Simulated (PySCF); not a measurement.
Ge₂H₇PSe (SMILES [PH2][GeH2][Se][GeH3])

| atom | x (Å) | y (Å) | z (Å) |
| --- | --- | --- | --- |
| P | 2.2595 | 1.0301 | -0.6205 |
| Ge | 1.2507 | -0.9543 | -0.0100 |
| Se | -0.5184 | -0.8587 | 1.5816 |
| Ge | -2.0599 | 0.1453 | 0.1774 |
| H | 1.0378 | 1.6617 | -0.8316 |
| H | 2.3229 | 1.4662 | 0.6971 |
| H | 0.7180 | -1.6948 | -1.2310 |
| H | 2.2456 | -1.9181 | 0.6113 |
| H | -3.4125 | 0.0044 | 0.8020 |
| H | -2.0634 | -0.4927 | -1.1853 |
| H | -1.7749 | 1.6136 | -0.0170 |

Geometry: GFN2-xTB.

All numbers below come from PBE0/def2-SVPD, SCF density, gas phase (PySCF).

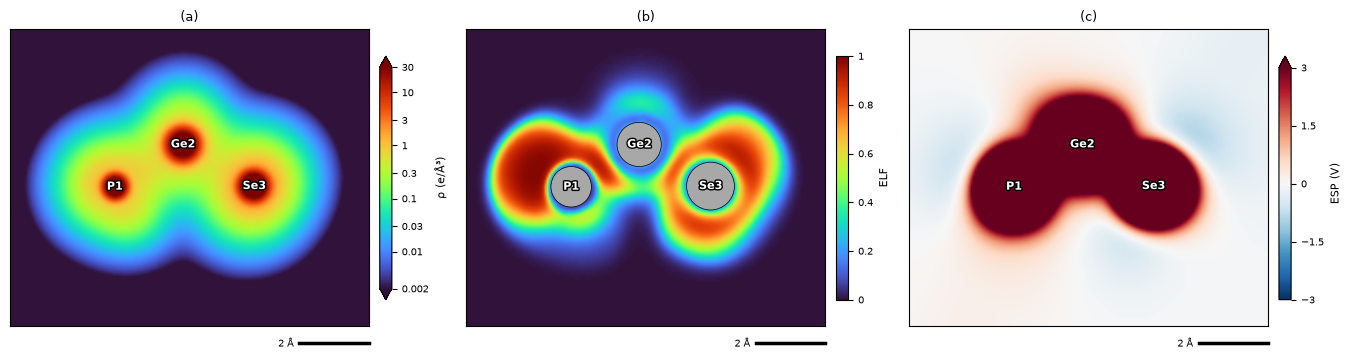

Figure 1. (a) total electron density; (b) ELF; (c) molecular electrostatic potential on the plane of atoms P1, Ge2 and Se3. Grey discs cover the atomic cores in the ELF map.

What does the map show?

Answer. Atoms in the plane: P, Ge and Se. Ge–P (2.31 Å): ρ is about 0.66 e/Å³ halfway; the ELF peaks at about 0.90 in the valence shell of P, 1.0 Å from its nucleus, and is about 0.85 at the midpoint. Ge–Se (2.38 Å): ρ at the midpoint is about 0.6 e/Å³; the ELF peaks at about 0.80 in the valence shell of Se, 1.1 Å from its nucleus, and is about 0.80 at the midpoint. The ELF also peaks beside Se3 and P1, away from the bonds: lone-pair regions. Outside the dense part of the molecule the potential is most negative (−0.8 V) near Se3.

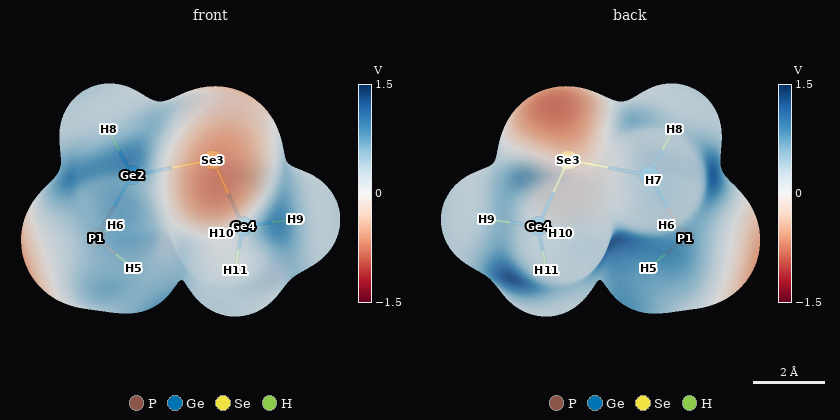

Figure 2. The electrostatic potential painted on the density surface at 0.002 e/bohr³, seen from the front and from behind; red is negative and blue positive.

Where is the surface potential most negative and most positive?

Answer. The most negative region (about −0.8 V) lies over Se3, the most positive (about +1.3 V) over Ge2 and Ge4.
